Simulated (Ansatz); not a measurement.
# BClH5NOSn: two geometries relaxed

Are the two ends of the inversion of the pyramid at N1 separate minima, and which lies lower? Each is relaxed from a guess. SMILES of the start: N[BH][SnH]([OH])[Cl].

All numbers below are computed with Ansatz 0.2.0 (RKS r2SCAN-D4/def2-SVP).

### Step 1. The starting structure

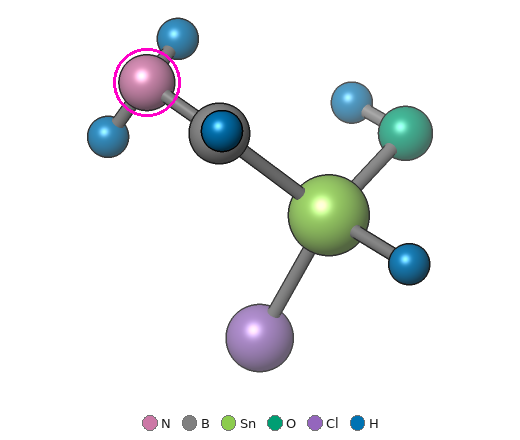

The starting structure, seen from a free direction (nitrogen pink, boron grey, tin green, oxygen teal, chlorine purple, hydrogen blue). Ringed: N1.

As a file:

```xyz
10

N    -1.9490   -0.2195    0.1084
B    -0.8519   -0.4550   -0.8594
Sn    1.1775    0.1906   -0.3514
O     1.8345   -0.6780    1.3471
Cl    1.2452    2.5188   -0.0690
H    -2.0184    0.8735    0.2539
H    -1.7228   -0.6177    1.0121
H    -1.0125   -0.9919   -1.8865
H     2.3144   -0.2471   -1.5796
H     1.0661   -0.4248    2.0273
```

### Step 2. End point A

input.yaml reads:

```yaml
crystal:
  periodic: [false, false, false]
  atoms:
    - { symbol: "N", position_ang: [-1.949, -0.2195, 0.1084] }
    - { symbol: B, position_ang: [-0.8519, -0.455, -0.8594] }
    - { symbol: Sn, position_ang: [1.1775, 0.1906, -0.3514] }
    - { symbol: O, position_ang: [1.8345, -0.678, 1.3471] }
    - { symbol: Cl, position_ang: [1.2452, 2.5188, -0.069] }
    - { symbol: H, position_ang: [-2.0184, 0.8735, 0.2539] }
    - { symbol: H, position_ang: [-1.7228, -0.6177, 1.0121] }
    - { symbol: H, position_ang: [-1.0125, -0.9919, -1.8865] }
    - { symbol: H, position_ang: [2.3144, -0.2471, -1.5796] }
    - { symbol: H, position_ang: [1.0661, -0.4248, 2.0273] }
basis:
  gaussian: { orbitals: def2-SVP }
hamiltonian:
  xc: r2scan
  dispersion: d4
relax:
  f_tol: 0.015
  max_steps: 40
output:
  orbitals: {}
```

Started as:

```
ansatz run input.yaml --threads 2 --pin off --max-ram 3072MiB --backend cpu --events-out ev --progress --plain --runs-dir out
```

Log, cut to the lines that bear on the results:

```text
Warning: RAYON_NUM_THREADS=2 ignored (pool sized by the plan → 2); use --threads N
[...]
Functional definition: r2SCAN
[...]
1245 factors; their error is unknown
[...]
mean field -22641.03457149 eV, -832.0426738579 hartree, gradient 5.3e-5 eV, S^2 0.000000; 0 other end points of the search recorded, 0 dependent functions left out
[...]
reference -22641.03458311 eV, -832.0426742847 hartree; 32, 32 occupied and 79, 79 virtual orbitals, 1245 factors
relax step   1: F+E_penalty+E_count = -22641.09192372 eV  Δ(F+E_penalty+E_count) = +0.000e0 eV  max|allowed force component| = 2.625e0 eV/Å  Δτ_max = 0.0000 Å  (29 SCF iters, accepted)
[...]
relax step   5: F+E_penalty+E_count = -22642.02880366 eV  Δ(F+E_penalty+E_count) = -1.989e-1 eV  max|allowed force component| = 2.290e0 eV/Å  Δτ_max = 0.1968 Å  (36 SCF iters, accepted)
[...]
relax step   9: F+E_penalty+E_count = -22643.01336838 eV  Δ(F+E_penalty+E_count) = -1.321e-1 eV  max|allowed force component| = 4.296e-1 eV/Å  Δτ_max = 0.2000 Å  (30 SCF iters, accepted)
[...]
relax step  13: F+E_penalty+E_count = -22643.08968326 eV  Δ(F+E_penalty+E_count) = -9.086e-3 eV  max|allowed force component| = 2.850e-1 eV/Å  Δτ_max = 0.0990 Å  (30 SCF iters, accepted)
[...]
relax step  16: F+E_penalty+E_count = -22643.10896959 eV  Δ(F+E_penalty+E_count) = -1.228e-2 eV  max|allowed force component| = 4.003e-1 eV/Å  Δτ_max = 0.0977 Å  (31 SCF iters, accepted)
[...]
relax step  17: F+E_penalty+E_count = -22643.11950795 eV  Δ(F+E_penalty+E_count) = -1.054e-2 eV  max|allowed force component| = 1.108e0 eV/Å  Δτ_max = 0.1464 Å  (36 SCF iters, accepted)
[...]
1245 factors; their error is unknown
```

### Step 3. More of the same log: end point A relaxed

Output, continued, cut to the lines that bear on the results:

```text
mean field -22643.06342281 eV, -832.1172327687 hartree, gradient 2.0e-5 eV, S^2 0.000000; 0 other end points of the search recorded, 0 dependent functions left out
[...]
reference -22643.06343460 eV, -832.1172332019 hartree; 32, 32 occupied and 79, 79 virtual orbitals, 1245 factors
relax step  18: F+E_penalty+E_count = -22643.12049537 eV  Δ(F+E_penalty+E_count) = -9.874e-4 eV  max|allowed force component| = 1.575e0 eV/Å  Δτ_max = 0.1920 Å  (36 SCF iters, accepted)
[...]
relax step  21: F+E_penalty+E_count = -22643.24656204 eV  Δ(F+E_penalty+E_count) = -2.619e-2 eV  max|allowed force component| = 3.295e-1 eV/Å  Δτ_max = 0.1213 Å  (31 SCF iters, accepted)
[...]
relax step  24: F+E_penalty+E_count = -22643.28027180 eV  Δ(F+E_penalty+E_count) = -8.256e-3 eV  max|allowed force component| = 2.698e-1 eV/Å  Δτ_max = 0.0498 Å  (31 SCF iters, accepted)
[...]
Atom 0 at    -1.683368    -0.384897     0.163675 Å, force    -0.004277    -0.004361    -0.002951 eV/Å
Atom 1 at    -0.997275    -0.066903    -0.990860 Å, force    -0.000255     0.005058     0.002015 eV/Å
Atom 2 at     1.182760     0.148622    -0.469662 Å, force    -0.000370    -0.002016     0.000394 eV/Å
Atom 3 at     0.908343    -0.435166     1.437889 Å, force     0.001052    -0.000739     0.002278 eV/Å
Atom 4 at     1.862487     2.429633    -0.311430 Å, force    -0.000168    -0.002613    -0.000581 eV/Å
Atom 5 at    -2.690226    -0.514844     0.204064 Å, force    -0.001599    -0.001012    -0.001229 eV/Å
Atom 6 at    -1.192627    -0.502240     1.053484 Å, force     0.005094     0.004040     0.003238 eV/Å
Atom 7 at    -1.524997     0.083278    -2.062051 Å, force     0.000698    -0.000520    -0.000752 eV/Å
Atom 8 at     2.596954    -0.623738    -1.062768 Å, force     0.001124     0.002076    -0.000047 eV/Å
Atom 9 at     1.621049    -0.184844     2.040560 Å, force    -0.001298     0.000088    -0.002366 eV/Å
Dipole moment:    -0.448615    -0.503791     0.074257 e Å
```

Run time: 2.1 min. Hardware: 2 threads of Intel Xeon Platinum 8259CL at 2.50GHz (Skylake/Cascade Lake), shared host; peak memory 0.22 GiB.

The steps of the relaxation, one in 2:

| step | energy from step 1 (eV) | largest force component (eV/Å) |
| --- | --- | --- |
| 1 | 0.0000 | 2.6253 |
| 3 | -0.5840 | 0.5698 |
| 5 | -0.9369 | 2.2899 |
| 7 | -1.5476 | 2.2582 |
| 9 | -1.9214 | 0.4296 |
| 11 | -1.9845 | 0.2420 |
| 13 | -1.9978 | 0.2850 |
| 15 | -2.0048 | 0.1801 |
| 17 | -2.0276 | 1.1076 |
| 19 | -2.0816 | 0.7897 |
| 21 | -2.1546 | 0.3295 |
| 23 | -2.1801 | 0.3546 |
| 25x | -2.1873 | 0.3940 |
| 27x | -2.1923 | 0.0687 |
| 29 | -2.1935 | 0.0229 |
| 31 | -2.1935 | 0.0051 |

Step 1 is the start. 3 steps were tried and not accepted (14, 25, 27; marked x where the table lists them).

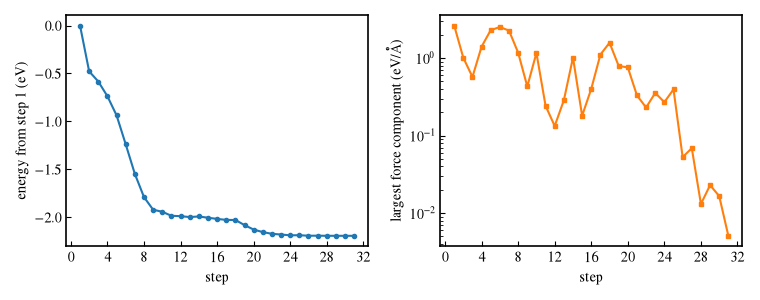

How energy and force went from step to step.

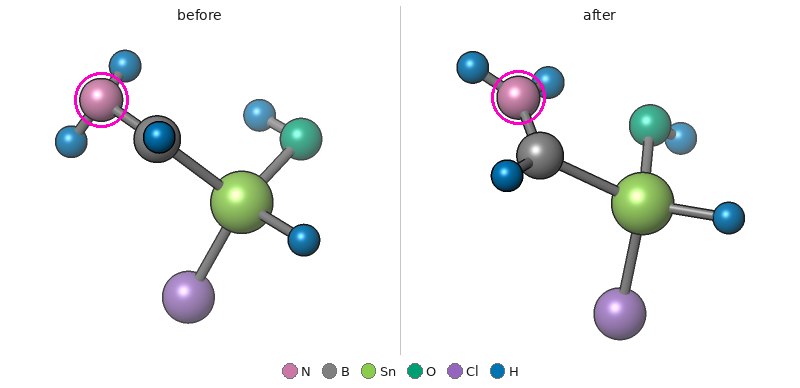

Before and after, at one scale.

After: Bond lengths: N1–B2 1.380 Å, B2–Sn3 2.252 Å, Sn3–O4 2.014 Å, Sn3–Cl5 2.385 Å, N1–H6 1.016 Å, N1–H7 1.023 Å, B2–H8 1.204 Å, Sn3–H9 1.717 Å, O4–H10 0.966 Å. Angles: N1–B2–Sn3 108.0°, N1–B2–H8 123.7°, Sn3–B2–H8 128.2°, B2–N1–H6 123.7°, B2–N1–H7 121.0°, H6–N1–H7 115.2°, B2–Sn3–O4 93.4°, B2–Sn3–Cl5 112.5°, B2–Sn3–H9 132.4°, O4–Sn3–Cl5 104.7°, O4–Sn3–H9 108.0°, Cl5–Sn3–H9 102.6°, Sn3–O4–H10 114.5°.

### Step 4. End point B

The second end starts from a geometry with the move made by hand.

input.yaml: that of step 2 with these lines changed.

```diff
@@ -8,4 +8,4 @@
     - { symbol: Cl, position_ang: [1.2452, 2.5188, -0.069] }
-    - { symbol: H, position_ang: [-2.0184, 0.8735, 0.2539] }
-    - { symbol: H, position_ang: [-1.7228, -0.6177, 1.0121] }
+    - { symbol: H, position_ang: [-2.80558, 0.17359, -0.46813] }
+    - { symbol: H, position_ang: [-2.25554, -1.09138, 0.52345] }
     - { symbol: H, position_ang: [-1.0125, -0.9919, -1.8865] }
@@ -21,3 +21 @@
   max_steps: 40
-output:
-  orbitals: {}
```

Started as:

```
ansatz run input.yaml --threads 2 --pin off --max-ram 3072MiB --backend cpu --events-out ev --progress --plain --runs-dir out
```

Log, cut to the lines that bear on the results:

```text
Warning: RAYON_NUM_THREADS=2 ignored (pool sized by the plan → 2); use --threads N
[...]
[... 1 set-up line as earlier in the session ...]
[...]
1245 factors; their error is unknown
[...]
mean field -22641.14866502 eV, -832.0468667177 hartree, gradient 1.2e-5 eV, S^2 0.000000; 0 other end points of the search recorded, 0 dependent functions left out
[...]
reference -22641.14867699 eV, -832.0468671577 hartree; 32, 32 occupied and 79, 79 virtual orbitals, 1245 factors
relax step   1: F+E_penalty+E_count = -22641.20506442 eV  Δ(F+E_penalty+E_count) = +0.000e0 eV  max|allowed force component| = 2.556e0 eV/Å  Δτ_max = 0.0000 Å  (31 SCF iters, accepted)
[...]
relax step   4: F+E_penalty+E_count = -22642.44651063 eV  Δ(F+E_penalty+E_count) = -3.028e-1 eV  max|allowed force component| = 2.756e0 eV/Å  Δτ_max = 0.1948 Å  (31 SCF iters, accepted)
[...]
relax step   7: F+E_penalty+E_count = -22643.02339706 eV  Δ(F+E_penalty+E_count) = -1.979e-2 eV  max|allowed force component| = 1.333e0 eV/Å  Δτ_max = 0.1401 Å  (29 SCF iters, accepted)
[...]
relax step  10: F+E_penalty+E_count = -22643.09528209 eV  Δ(F+E_penalty+E_count) = -4.771e-3 eV  max|allowed force component| = 2.070e-1 eV/Å  Δτ_max = 0.0370 Å  (31 SCF iters, accepted)
[...]
relax step  13: F+E_penalty+E_count = -22643.12373096 eV  Δ(F+E_penalty+E_count) = -1.511e-2 eV  max|allowed force component| = 3.419e-1 eV/Å  Δτ_max = 0.0871 Å  (31 SCF iters, accepted)
[...]
relax step  14: F+E_penalty+E_count = -22643.14447711 eV  Δ(F+E_penalty+E_count) = -2.075e-2 eV  max|allowed force component| = 3.528e-1 eV/Å  Δτ_max = 0.0974 Å  (31 SCF iters, accepted)
[...]
relax step  15: F+E_penalty+E_count = -22643.16987263 eV  Δ(F+E_penalty+E_count) = -2.540e-2 eV  max|allowed force component| = 2.656e-1 eV/Å  Δτ_max = 0.1028 Å  (30 SCF iters, accepted)
[...]
1245 factors; their error is unknown
[...]
```

### Step 5. The output, continued: end point B relaxed

The log, continued, cut to the lines that bear on the results:

```text
mean field -22643.12992363 eV, -832.1196766288 hartree, gradient 1.8e-5 eV, S^2 0.000000; 0 other end points of the search recorded, 0 dependent functions left out
[...]
reference -22643.12993540 eV, -832.1196770611 hartree; 32, 32 occupied and 79, 79 virtual orbitals, 1245 factors
relax step  16: F+E_penalty+E_count = -22643.18691353 eV  Δ(F+E_penalty+E_count) = -1.704e-2 eV  max|allowed force component| = 1.231e0 eV/Å  Δτ_max = 0.1948 Å  (36 SCF iters, accepted)
[...]
relax step  18: F+E_penalty+E_count = -22643.24315311 eV  Δ(F+E_penalty+E_count) = -5.187e-2 eV  max|allowed force component| = 6.497e-1 eV/Å  Δτ_max = 0.1321 Å  (31 SCF iters, accepted)
[...]
relax step  20: F+E_penalty+E_count = -22643.28058014 eV  Δ(F+E_penalty+E_count) = -1.532e-2 eV  max|allowed force component| = 1.220e-1 eV/Å  Δτ_max = 0.0770 Å  (29 SCF iters, accepted)
[...]
Atom 0 at    -1.793024    -0.606902    -0.092987 Å, force     0.011259    -0.001795     0.006076 eV/Å
Atom 1 at    -1.054771    -0.194947    -1.183699 Å, force    -0.002871    -0.005589    -0.005518 eV/Å
Atom 2 at     1.068073     0.122747    -0.502557 Å, force    -0.001116     0.001978     0.003736 eV/Å
Atom 3 at     0.703686    -0.579340     1.349930 Å, force     0.010113     0.006611     0.010748 eV/Å
Atom 4 at     1.586058     2.428589    -0.178488 Å, force    -0.000200    -0.001433    -0.000959 eV/Å
Atom 5 at    -2.789802    -0.800231    -0.125160 Å, force    -0.006511    -0.001463    -0.002646 eV/Å
Atom 6 at    -1.351637    -0.736148     0.821097 Å, force    -0.005272     0.001323     0.003873 eV/Å
Atom 7 at    -1.518880    -0.029590    -2.281689 Å, force     0.001395     0.006131    -0.001642 eV/Å
Atom 8 at     2.566859    -0.526713    -1.030665 Å, force     0.002232    -0.000801    -0.001476 eV/Å
Atom 9 at     1.346619    -0.302155     2.016439 Å, force    -0.009030    -0.004963    -0.012190 eV/Å
Dipole moment:    -0.419883    -0.525410     0.017444 e Å
```

It took 1.8 min on 2 threads of Intel Xeon Platinum 8259CL at 2.50GHz (Skylake/Cascade Lake), shared host; peak memory 0.22 GiB.

Step by step:

| step | energy from step 1 (eV) | largest force component (eV/Å) |
| --- | --- | --- |
| 1 | 0.0000 | 2.5556 |
| 2 | -0.5941 | 1.8681 |
| 3 | -0.9387 | 2.2077 |
| 4 | -1.2414 | 2.7555 |
| 5 | -1.5311 | 2.0122 |
| 6 | -1.7985 | 1.2681 |
| 7 | -1.8183 | 1.3331 |
| 8 | -1.8412 | 1.6174 |
| 9 | -1.8854 | 0.2914 |
| 10 | -1.8902 | 0.2070 |
| 11 | -1.9036 | 0.4023 |
| 12x | -1.8588 | 1.9764 |
| 13 | -1.9187 | 0.3419 |
| 14 | -1.9394 | 0.3528 |
| 15 | -1.9648 | 0.2656 |
| 16 | -1.9819 | 1.2311 |
| 17 | -1.9862 | 1.3306 |
| 18 | -2.0381 | 0.6497 |
| 19 | -2.0602 | 0.2835 |
| 20 | -2.0755 | 0.1220 |
| 21 | -2.0768 | 0.1756 |
| 22 | -2.0797 | 0.1104 |
| 23 | -2.0800 | 0.0862 |
| 24 | -2.0803 | 0.0296 |
| 25 | -2.0804 | 0.0122 |

Step 1 is the start. 1 step was tried and not accepted (12; marked x where the table lists them).

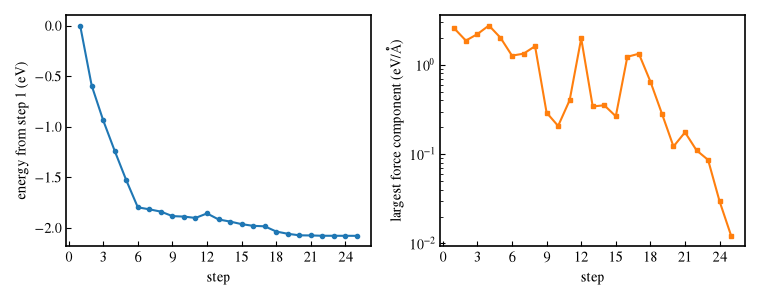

Energy and largest force along the relaxation.

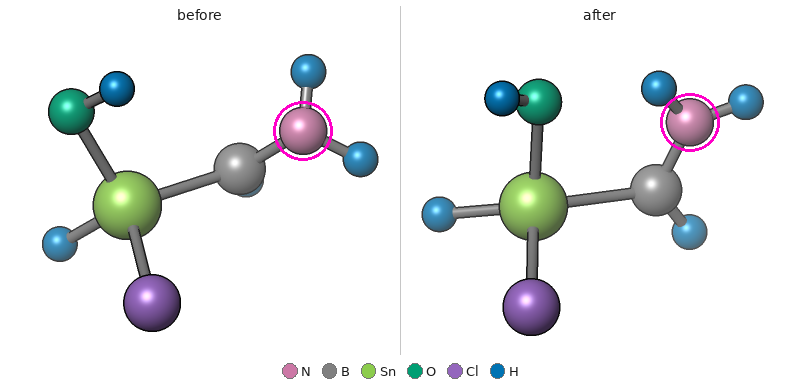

Before and after, at one scale.

After: Bond lengths: N1–B2 1.380 Å, B2–Sn3 2.252 Å, Sn3–O4 2.014 Å, Sn3–Cl5 2.385 Å, N1–H6 1.016 Å, N1–H7 1.023 Å, B2–H8 1.203 Å, Sn3–H9 1.717 Å, O4–H10 0.967 Å. Angles: N1–B2–Sn3 107.9°, N1–B2–H8 123.8°, Sn3–B2–H8 128.3°, B2–N1–H6 123.8°, B2–N1–H7 120.9°, H6–N1–H7 115.3°, B2–Sn3–O4 93.4°, B2–Sn3–Cl5 112.5°, B2–Sn3–H9 132.6°, O4–Sn3–Cl5 104.6°, O4–Sn3–H9 108.0°, Cl5–Sn3–H9 102.6°, Sn3–O4–H10 114.4°.

### Step 6. Summary of results

| quantity | value |
| --- | --- |
| end A | 27 moves, 2.194 eV lower |
| end B | 23 moves, 2.080 eV lower |
| largest difference between the ends | 0.01 Å |
| end B relative to end A | -0.000 eV |

**Reading.** Both starts fell into the same minimum (no atom differs by more than 0.01 Å), so from this start no second minimum was found and no band was run; another arrangement could still be one.
